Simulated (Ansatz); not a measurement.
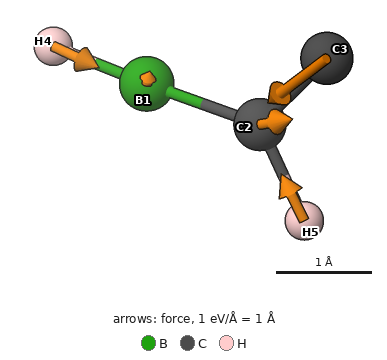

Starting geometry of C₂H₂B (charge +1) with the computed forces as orange arrows. Style: ball-and-stick. Shown at a tilt.

It is one of the separated reactants of a reaction.

Computed with RKS PBE0-D4/def2-TZVP in Ansatz.

Input
```yaml
crystal:
  periodic: [false, false, false]
  atoms:
    - {symbol: B, position_ang: [-0.923906, 0.885843, 0.628277]}
    - {symbol: C, position_ang: [-0.252730, -0.137482, -0.144650]}
    - {symbol: C, position_ang: [1.068354, -0.384554, -0.195745]}
    - {symbol: H, position_ang: [-1.437803, 1.746811, 1.284377]}
    - {symbol: H, position_ang: [-0.811974, -0.857691, -0.809564]}
basis:
  gaussian: {orbitals: def2-TZVP}
total_charge: 1
hamiltonian: {xc: pbe0, dispersion: d4}
relax: {f_tol: 0.005, max_steps: 200}
```

Run as
```bash
ansatz run in.yaml --threads 2 --pin off --events-out ev --progress --plain --max-ram 4352MiB
```

Q: Is this structure relaxed? If not, where do the atoms go?

A: It isn't relaxed: the largest force vector, on C3, is 1.08 eV/Å. The final displacements follow the starting forces only in part (cosine between the two patterns 0.48). The atom that moves furthest after the best rigid fit is C3 (0.080 Å). By element the largest moves are C 0.080 Å, H 0.056 Å, B 0.028 Å. Near-neighbour distances that change, for instance: B1–H4 1.198 → 1.175 Å, C2–H5 1.129 → 1.106 Å, C2–C3 1.345 → 1.326 Å, B1–C2 1.447 → 1.434 Å. Among the angles between lasting bonds that change: B1–C2–C3 127.3° → 121.6°, C3–C2–H5 110.3° → 115.2°. After 5 geometry steps the energy has fallen by 3.47 kJ/mol. The largest force component goes from 1 to 0.0015 eV/Å.
